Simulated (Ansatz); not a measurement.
Al$_{3}$H$_{2}$ (doublet)

Input

```
crystal:
  periodic: [false, false, false]
  atoms:
    - {symbol: Al, position_ang: [1.091032, 0.814391, 1.587067]}
    - {symbol: Al, position_ang: [0.249522, -1.271017, 0.497052]}
    - {symbol: Al, position_ang: [-0.229370, 1.281009, -0.482788]}
    - {symbol: H, position_ang: [-1.002692, 1.960637, -1.712284]}
    - {symbol: H, position_ang: [-0.108492, -2.785010, 0.110943]}
basis:
  gaussian: {orbitals: def2-TZVP, initial_orbitals: start.molden}
magnetization: {spin_polarized: true, initial_magnetization: 1}
hamiltonian: {xc: pbe0, dispersion: d4}
output: {forces: true, orbitals: {seedname: orbitals}}
```

Run with:

```sh
ansatz run in.yaml --threads 4 --pin off --events-out ev --progress --plain --max-ram 3916MiB
```

Geometry: B3LYP-D4/def2-TZVP.

Level of theory: Ansatz, UKS PBE0-D4/def2-TZVP.

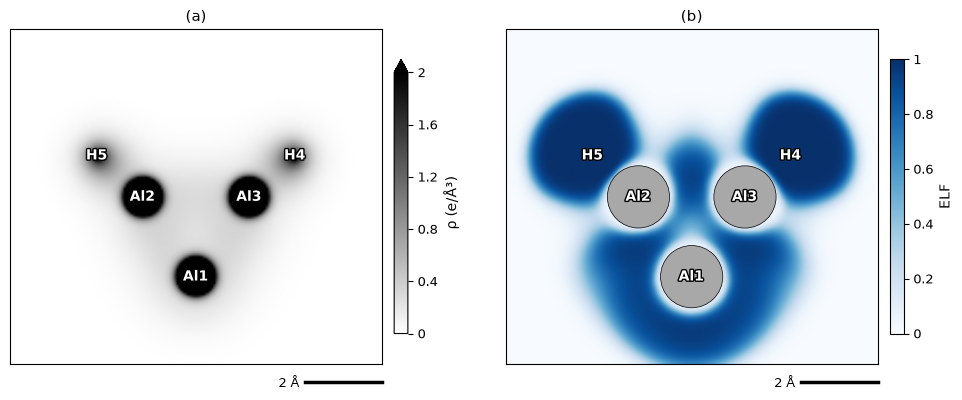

Figure 1. (a) electron density; (b) electron localisation function on the molecular plane. Grey discs cover the atomic cores in the ELF map.

### What does the map show?

The section cuts through Al and H sites.
Al–Al (2.50 Å): the density is about 0.32 e/Å³ at the midpoint; the ELF peaks at about 0.80 between the atoms; a covalent bond.
Al–H (1.60 Å): ρ at the midpoint is about 0.53 e/Å³; the ELF climbs to about 1 towards the hydrogen.
The ELF also peaks beside Al1, away from the bonds: non-bonding electrons, paired or unpaired.

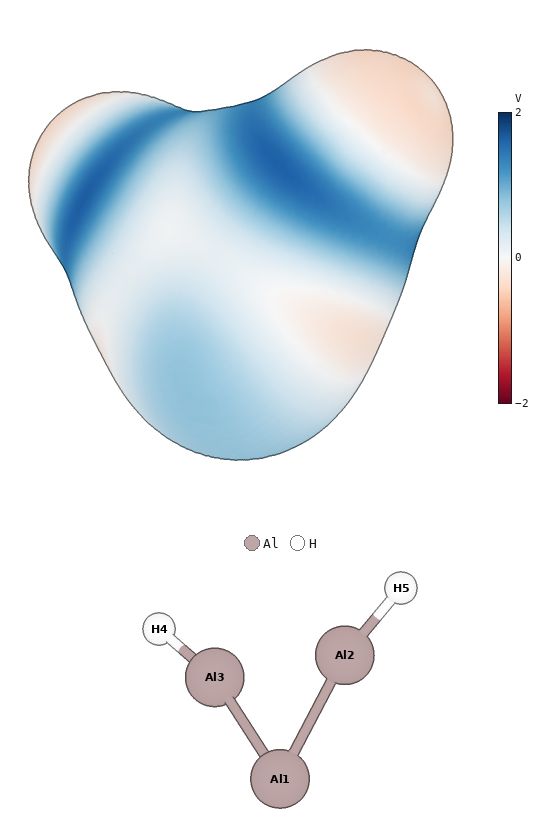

Figure 2. The molecular electrostatic potential painted on the density surface at 0.002 e/bohr³, seen at a tilt; red is negative and blue positive. The bare structure is drawn below in the same view.

### Describe the electrostatic potential map.

The most negative region (about −0.4 V) lies over H4 and H5, the most positive (about +1.6 V) over Al2 and Al3.

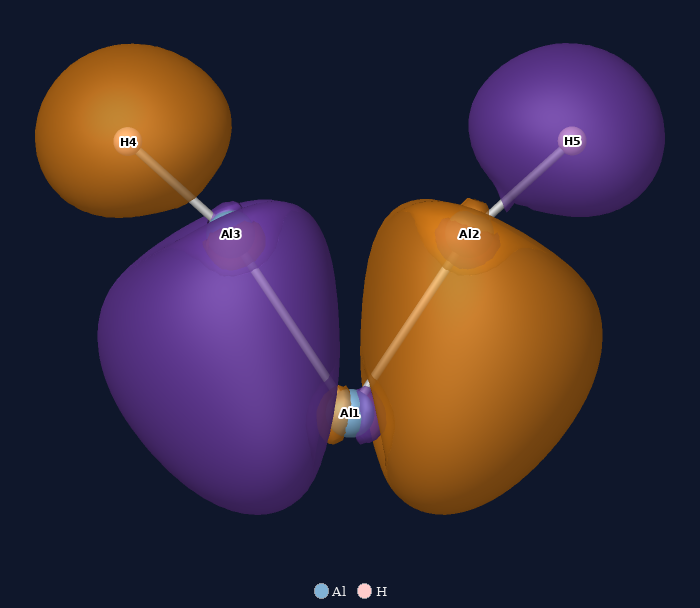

Figure 3. The HOMO−1 (α) at ±0.06 Å⁻³ᐟ² (orange and purple are the two phases), seen across its widest extent.

### Describe this orbital and give its energy.

Its weight (Hirshfeld) is mainly on Al1 (about 35 %), Al2 (about 25 %), Al3 (about 25 %), H4 (about 5 %) and H5 (about 5 %); it is symmetric in the molecular plane (an in-plane orbital: σ, lone-pair or in-plane π type). Its energy is −6.05 eV.

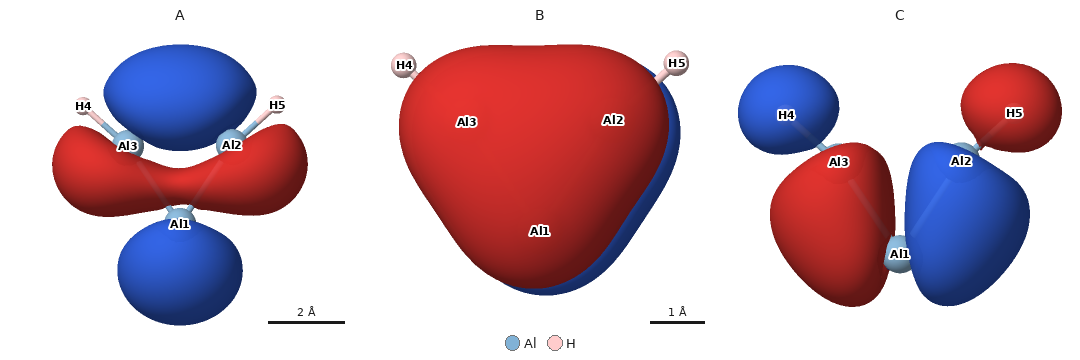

Figure 4. Three frontier orbitals at ±0.06 Å⁻³ᐟ² (blue and red are the two phases), in no order.

### Order the three orbitals by energy and name them. All are α orbitals.

C is the HOMO−1 (α) (−6.05 eV). It lies mainly on Al1 (about 35 %), Al2 (about 25 %), Al3 (about 25 %), H4 (about 5 %) and H5 (about 5 %); it is symmetric in the molecular plane (an in-plane orbital: σ, lone-pair or in-plane π type). B is the HOMO (α) (−5.41 eV). It lies mainly on Al1 (about 35 %), Al2 (about 30 %) and Al3 (about 30 %); it changes sign across the molecular plane (π type); π-bonding across Al1–Al2 and Al1–Al3. A is the LUMO (α) (−2.56 eV). Its weight (Hirshfeld) is mainly on Al1 (about 40 %), Al2 (about 30 %) and Al3 (about 30 %); it is symmetric in the molecular plane (an in-plane orbital: σ, lone-pair or in-plane π type).

### What is the gap between the highest occupied and lowest empty α orbitals?

2.85 eV between the orbital energies.
